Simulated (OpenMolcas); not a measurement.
# CH4ClGa (SMILES [CH3][GaH][Cl]): a chain of runs

Wanted: a series of 14 runs (HF/ANO-S-VDZP, CASSCF(6,6)/ANO-S-VDZP, CASPT2(6,6)/ANO-S-VDZP, MC-PDFT[ftLSDA](6,6)/ANO-S-VDZP, RASSCF(6,6)/ANO-S-VDZP, CASPT2[IPEA 0](6,6)/ANO-S-VDZP, MC-PDFT[ftPBE](6,6)/ANO-S-VDZP, MC-PDFT[tLSDA](6,6)/ANO-S-VDZP, and more) of CH4ClGa. 

Program for the calculation: OpenMolcas 26.06.

### Step 1. The structure to begin with

CH4ClGa: 7 atoms, total charge 0, spin state singlet. As SMILES, `[CH3][GaH][Cl]`. Geometry: relaxed at PBE0-D4/def2-TZVP.

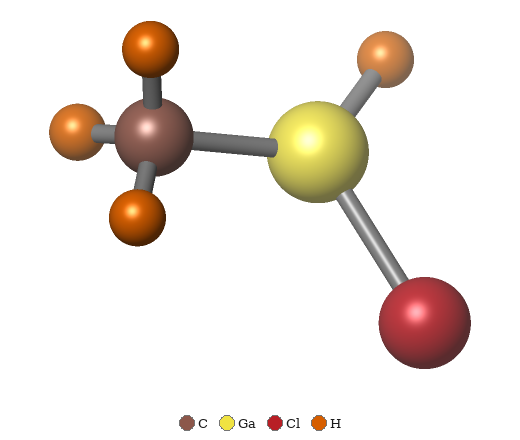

The structure, seen from a chosen angle (carbon brown, gallium yellow, chlorine red, hydrogen orange).

### Step 2. The energy at HF/ANO-S-VDZP (RICD fitting) (run 1)

File step1.inp:

```
&GATEWAY
Coord
7
angstrom
C       -0.730500       0.588300      -0.200700
Ga       0.846300      -0.538100       0.035700
Cl       0.865000      -1.794800       1.792800
H       -0.435900       1.637200      -0.283800
H       -1.418300       0.473600       0.636300
H       -1.245900       0.318700      -1.126000
H        2.119300      -0.684800      -0.854300
Basis=ANO-S-VDZP
Group=NoSym
RICD
&SEWARD
&SCF
PrOrbitals=1 2
```

The run is started by

```bash
export MOLCAS_MEM=1860
pymolcas step1.inp > step1.log
```

The program printed:

```text
--- Start Module: gateway ---
[...]
--- Stop Module: gateway /rc=_RC_ALL_IS_WELL_ ---
[...]
--- Start Module: seward ---
[...]
      Basis functions           79
--- Stop Module: seward /rc=_RC_ALL_IS_WELL_ ---
[...]
--- Start Module: scf ---
[...]
       Convergence after  10 Iterations
[...]
::    Total SCF energy                              -2423.0462708146
[...]
      Total spin, S                                     0.0000000000
[...]
      Total electronic charge=   58.000000
      Total            charge=   -0.000000
[...]
      Dipole Moment (debye):
      Origin of the operator (angstrom)=    0.6573   -0.7591    0.5095
                   X= -6.1629E-01               Y=  1.8606E+00               Z= -2.0963E+00           Total=  2.8699E+00
      Quadrupole Moment (debye*angstrom):
[...]
--- Stop Module: scf /rc=_RC_ALL_IS_WELL_ ---
[...]
```

Run time: 6.6 s. Hardware: 1 thread of Intel Xeon Platinum 8259CL at 2.50GHz (Skylake/Cascade Lake), shared host; peak memory 0.14 GiB.

### Step 3. The excited states at CASSCF(6,6)/ANO-S-VDZP (RICD fitting, 5 states averaged) (run 2)

File step2.inp:

```
>>> EXPORT MOLCAS_PRINT=2

&GATEWAY
  Coord
  7
  angstrom
  C       -0.730500       0.588300      -0.200700
  Ga       0.846300      -0.538100       0.035700
  Cl       0.865000      -1.794800       1.792800
  H       -0.435900       1.637200      -0.283800
  H       -1.418300       0.473600       0.636300
  H       -1.245900       0.318700      -1.126000
  H        2.119300      -0.684800      -0.854300
  Basis
  ANO-S-VDZP
  Group
  NoSym
  RICD

&SEWARD

&RASSCF
  FileOrb
  $CurrDir/step1.ScfOrb
  Spin
  1
  Nactel
  6 0 0
  Inactive
  26
  Ras2
  6
  CIRoot
  5 5 1
  OrbListing
  Nothing
```

The run is started by

```bash
export MOLCAS_MEM=1860
pymolcas step2.inp > step2.log
```

The program printed:

```text
--- Start Module: gateway ---
[...]
--- Stop Module: gateway /rc=_RC_ALL_IS_WELL_ ---
[...]
--- Start Module: seward ---
[...]
      Basis functions           79
--- Stop Module: seward /rc=_RC_ALL_IS_WELL_ ---
[...]
--- Start Module: rasscf ---
[...]
      Number of active orbitals                  6
[...]
      Spin quantum number                      0.0
[...]
      Active orbitals                            6
[...]
      Number of CSFs                           175
[...]
      Number of root(s) required                 5
[...]
      Convergence after 59 iterations
[...]
      printout of CI-coefficients larger than  0.05 for root  1
      energy=   -2423.044497
      conf/sym  111111     Coeff  Weight
             1  222000  -0.98267 0.96564
             5  2u2d00  -0.10811 0.01169
            10  u2200d  -0.06260 0.00392
            43  022020   0.05949 0.00354
[...]
      Natural orbitals and occupation numbers for root  1
      sym 1:   1.979888   1.995637   1.998703   0.001455   0.020092   0.004225
      Natural orbitals and occupation numbers for root  2
      sym 1:   1.959326   1.993599   1.031720   0.979374   0.031757   0.004224
      Natural orbitals and occupation numbers for root  3
      sym 1:   1.163318   1.959942   1.993798   0.842400   0.033799   0.006742
      Natural orbitals and occupation numbers for root  4
      sym 1:   1.935257   1.076431   1.961810   0.946044   0.018998   0.061460
      Natural orbitals and occupation numbers for root  5
      sym 1:   1.969179   1.992636   1.034710   0.011258   0.019950   0.972266
      ************************************************************************************************************************
      *                                                    Final results                                                     *
[...]
::    RASSCF root number  1 Total energy:  -2423.04449738
::    RASSCF root number  2 Total energy:  -2422.82925844
::    RASSCF root number  3 Total energy:  -2422.78880979
::    RASSCF root number  4 Total energy:  -2422.77708649
::    RASSCF root number  5 Total energy:  -2422.76148710
[...]
      Total electronic charge=   58.000000
      Total            charge=   -0.000000
[...]
      Dipole Moment (debye):
      Origin of the operator (angstrom)=    0.6573   -0.7591    0.5095
                   X= -1.0149E+00               Y=  2.0643E-01               Z=  9.6110E-01           Total=  1.4130E+00
      Quadrupole Moment (debye*angstrom):
[...]
--- Stop Module: rasscf /rc=_RC_ALL_IS_WELL_ ---
[...]
```

It took 23 s on 1 thread of Intel Xeon Platinum 8259CL at 2.50GHz (Skylake/Cascade Lake), shared host; peak memory 0.14 GiB.

The roots found:

```
excited state  energy (eV)
            1        5.857
            2        6.958
            3        7.277
            4        7.701
```

Runs 3 to 4 aren't shown in full; the table further down has their settings and results.

### Step 4. The excited states at RASSCF(6,6)/ANO-S-VDZP (RICD fitting, 5 states averaged) (run 5)

File step5.inp:

```
* CH4ClGa RASSCF

&gateway
 coord
 7
 angstrom
 C       -0.730500       0.588300      -0.200700
 Ga       0.846300      -0.538100       0.035700
 Cl       0.865000      -1.794800       1.792800
 H       -0.435900       1.637200      -0.283800
 H       -1.418300       0.473600       0.636300
 H       -1.245900       0.318700      -1.126000
 H        2.119300      -0.684800      -0.854300
 basis=ANO-S-VDZP
 group=NoSym
 ricd

&seward

&rasscf
 fileorb=$CurrDir/step2.RasOrb
 spin=1
 nactel=6 2 2
 inactive=26
 ras1=2
 ras2=2
 ras3=2
 ciroot=5 5 1
 orblisting=Nothing
```

The run is started by

```bash
export MOLCAS_MEM=1860
pymolcas step5.inp > step5.log
```

The program printed:

```text
--- Start Module: gateway ---
[...]
--- Stop Module: gateway /rc=_RC_ALL_IS_WELL_ ---
[...]
--- Start Module: seward ---
[...]
      Basis functions           79
--- Stop Module: seward /rc=_RC_ALL_IS_WELL_ ---
[...]
--- Start Module: rasscf ---
[...]
      Number of active orbitals                  6
[...]
      Spin quantum number                      0.0
[...]
      Active orbitals                            6
[...]
      Number of CSFs                           102
[...]
      Number of root(s) required                 5
[...]
      Convergence after160 iterations
[...]
      printout of CI-coefficients larger than  0.05 for root  1
      energy=   -2423.044073
      conf/sym  111111     Coeff  Weight
             1  222000  -0.88904 0.79040
             3  22u0d0   0.15935 0.02539
             4  22u00d  -0.15820 0.02503
             5  2u2d00  -0.15049 0.02265
             7  2u200d  -0.12105 0.01465
             9  u220d0  -0.27539 0.07584
[...]
      Natural orbitals and occupation numbers for root  1
      sym 1:   1.980012   1.996355   1.998926   0.003555   0.019872   0.001281
      Natural orbitals and occupation numbers for root  2
      sym 1:   1.959981   1.994597   1.027841   0.982483   0.003347   0.031751
      Natural orbitals and occupation numbers for root  3
      sym 1:   1.961693   1.179443   1.993481   0.825657   0.007061   0.032664
      Natural orbitals and occupation numbers for root  4
      sym 1:   1.073992   1.936051   1.961095   0.947457   0.018692   0.062714
      Natural orbitals and occupation numbers for root  5
      sym 1:   1.969686   1.992787   1.036515   0.011268   0.019464   0.970280
      ************************************************************************************************************************
      *                                                    Final results                                                     *
[...]
::    RASSCF root number  1 Total energy:  -2423.04407273
::    RASSCF root number  2 Total energy:  -2422.82912989
::    RASSCF root number  3 Total energy:  -2422.78848605
::    RASSCF root number  4 Total energy:  -2422.77681854
::    RASSCF root number  5 Total energy:  -2422.76195849
[...]
      Total electronic charge=   58.000000
      Total            charge=   -0.000000
[...]
      Dipole Moment (debye):
      Origin of the operator (angstrom)=    0.6573   -0.7591    0.5095
                   X= -1.0030E+00               Y=  2.3049E-01               Z=  8.6516E-01           Total=  1.3445E+00
      Quadrupole Moment (debye*angstrom):
[...]
--- Stop Module: rasscf /rc=_RC_ALL_IS_WELL_ ---
[...]
```

Run time: 69 s. Hardware: 1 thread of Intel Xeon Platinum 8259CL at 2.50GHz (Skylake/Cascade Lake), shared host; peak memory 0.14 GiB.

The roots found:

```
excited state  energy (eV)
            1        5.849
            2        6.955
            3        7.272
            4        7.677
```

Runs 6 to 13 aren't shown in full; the table further down has their settings and results.

### Step 5. Energy and forces at CASSCF(6,6)/ANO-S-VDZP (RICD fitting, root 3, 5 states averaged) (run 14)

File step14.inp:

```
&GATEWAY
  Coord
  7
  angstrom
  C       -0.730500       0.588300      -0.200700
  Ga       0.846300      -0.538100       0.035700
  Cl       0.865000      -1.794800       1.792800
  H       -0.435900       1.637200      -0.283800
  H       -1.418300       0.473600       0.636300
  H       -1.245900       0.318700      -1.126000
  H        2.119300      -0.684800      -0.854300
  Basis
  ANO-S-VDZP
  Group
  NoSym
  RICD

&SEWARD

&RASSCF
  FileOrb
  $CurrDir/step2.RasOrb
  Spin
  1
  Nactel
  6 0 0
  Inactive
  26
  Ras2
  6
  CIRoot
  5 5 1
  RlxRoot
  3
  OrbListing
  Nothing

&ALASKA
```

The run is started by

```bash
export MOLCAS_MEM=1860
pymolcas step14.inp > step14.log
```

The program printed:

```text
--- Start Module: gateway ---
[...]
--- Stop Module: gateway /rc=_RC_ALL_IS_WELL_ ---
[...]
      Basis functions           79
[...]
      Number of active orbitals                  6
[...]
      Spin quantum number                      0.0
[...]
      Active orbitals                            6
[...]
      Number of CSFs                           175
[...]
      Number of root(s) required                 5
[...]
      Convergence after  4 iterations
[...]
      printout of CI-coefficients larger than  0.05 for root  1
      energy=   -2423.044497
      conf/sym  111111     Coeff  Weight
             1  222000  -0.98267 0.96564
             5  2u2d00  -0.10811 0.01169
            10  u2200d  -0.06260 0.00392
            43  022020   0.05949 0.00354
[...]
      Natural orbitals and occupation numbers for root  1
      sym 1:   1.979888   1.995637   1.998703   0.001455   0.020092   0.004225
      Natural orbitals and occupation numbers for root  2
      sym 1:   1.959325   1.993599   1.031726   0.979369   0.031757   0.004224
      Natural orbitals and occupation numbers for root  3
      sym 1:   1.163328   1.959944   1.993795   0.842390   0.033799   0.006745
      Natural orbitals and occupation numbers for root  4
      sym 1:   1.935258   1.076422   1.961806   0.946054   0.018998   0.061461
      Natural orbitals and occupation numbers for root  5
      sym 1:   1.969178   1.992635   1.034718   0.011261   0.019951   0.972258
      ************************************************************************************************************************
      *                                                    Final results                                                     *
[...]
::    RASSCF root number  1 Total energy:  -2423.04449660
::    RASSCF root number  2 Total energy:  -2422.82925880
::    RASSCF root number  3 Total energy:  -2422.78881014
::    RASSCF root number  4 Total energy:  -2422.77708651
::    RASSCF root number  5 Total energy:  -2422.76148715
[...]
      Total electronic charge=   58.000000
      Total            charge=   -0.000000
[...]
--- Start Module: mclr ---
[...]
      Dipole Moment (debye):
      Origin of the operator (angstrom)=    0.6573   -0.7591    0.5095
                   X= -1.7126E+00               Y= -9.3220E-01               Z=  2.7075E+00           Total=  3.3365E+00
      Quadrupole Moment (debye*angstrom):
[...]
--- Stop Module: mclr /rc=_RC_ALL_IS_WELL_ ---
[...]
--- Start Module: alaska ---
[...]
--- Stop Module: alaska /rc=_RC_ALL_IS_WELL_ ---
[...]
```

Run time: 19 s. Hardware: 1 thread of Intel Xeon Platinum 8259CL at 2.50GHz (Skylake/Cascade Lake), shared host; peak memory 0.14 GiB.

The roots found:

```
excited state  energy (eV)
            1        5.857
            2        6.958
            3        7.277
            4        7.701
```

### Step 6. The series

```
run                                                                                                                 level      starting guess      task  partner   energy (Eh)  dipole moment (D) of the reference  wall time
  1                                                                                          HF/ANO-S-VDZP (RICD fitting)                   –    energy     base  -2423.046271                                2.87      6.6 s
  2                                                              CASSCF(6,6)/ANO-S-VDZP (RICD fitting, 5 states averaged)  orbitals of step 1   excited     base  -2423.044497                                3.44       23 s
  3                         CASPT2(6,6)/ANO-S-VDZP (RICD fitting, ipea shift 0.25 Eh, pt2 variant XMS, 5 states averaged)  orbitals of step 2   excited     base  -2423.402224                                3.44       15 s
  4                                  MC-PDFT[ftLSDA](6,6)/ANO-S-VDZP (RICD fitting, hybrid share 0.25, 5 states averaged)  orbitals of step 2   excited     base  -2422.443289                                   –       13 s
  5                                                              RASSCF(6,6)/ANO-S-VDZP (RICD fitting, 5 states averaged)  orbitals of step 2   excited     base  -2423.044073                                3.47       69 s
  6                      CASPT2[IPEA 0](6,6)/ANO-S-VDZP (RICD fitting, ipea shift 0 Eh, pt2 variant SS, sigma1 shift 0.2)  orbitals of step 2    energy  rattled  -2423.373505                                1.85       18 s
  7  CASPT2[IPEA 0](6,6)/ANO-S-VDZP (RICD fitting, ipea shift 0 Eh, pt2 variant XMS, 5 states averaged, sigma1 shift 0.2)  orbitals of step 2   excited     base  -2423.403341                                3.44       15 s
  8       CASPT2(6,6)/ANO-S-VDZP (RICD fitting, ipea shift 0.25 Eh, pt2 variant XMS, 5 states averaged, sigma2 shift 0.3)  orbitals of step 2   excited     base  -2423.402549                                3.44       16 s
  9                                                      MC-PDFT[ftPBE](6,6)/ANO-S-VDZP (RICD fitting, 5 states averaged)  orbitals of step 2   excited     base  -2425.431666                                3.44       15 s
 10                                                                         MC-PDFT[tLSDA](6,6)/ANO-S-VDZP (RICD fitting)  orbitals of step 2    energy  triplet  -2421.678981                                5.99       20 s
 11  CASPT2[IPEA 0](6,6)/ANO-S-VDZP (RICD fitting, ipea shift 0 Eh, pt2 variant MS, real shift 0.1 Eh, 5 states averaged)  orbitals of step 2   excited     base  -2423.393185                                3.44       16 s
 12                                                              CASSCF(6,6)/ANO-S-VDZP (RICD fitting, 5 states averaged)  orbitals of step 2   excited     base  -2423.044497                                3.44      9.6 s
 13                                 PC-NEVPT2(6,6)/ANO-S-VDZP (RICD fitting, pt2 variant QD-PC-NEVPT2, 5 states averaged)  orbitals of step 2   excited     base  -2423.395203                                3.44       15 s
 14                                                      CASSCF(6,6)/ANO-S-VDZP (RICD fitting, root 3, 5 states averaged)  orbitals of step 2  gradient     base  -2422.788810                                   –       19 s
```

### Step 7. Outcome

```
                                                                         quantity           value
                                 run 14, CASSCF(6,6)/ANO-S-VDZP: energy of root 3  -2422.78881 Eh
                         run 14, CASSCF(6,6)/ANO-S-VDZP: largest force on an atom      5.764 eV/Å
run 14, CASSCF(6,6)/ANO-S-VDZP: lowest excitation energy within this active space         5.86 eV
```

All runs together took 4.5 min, the longest 69 s.
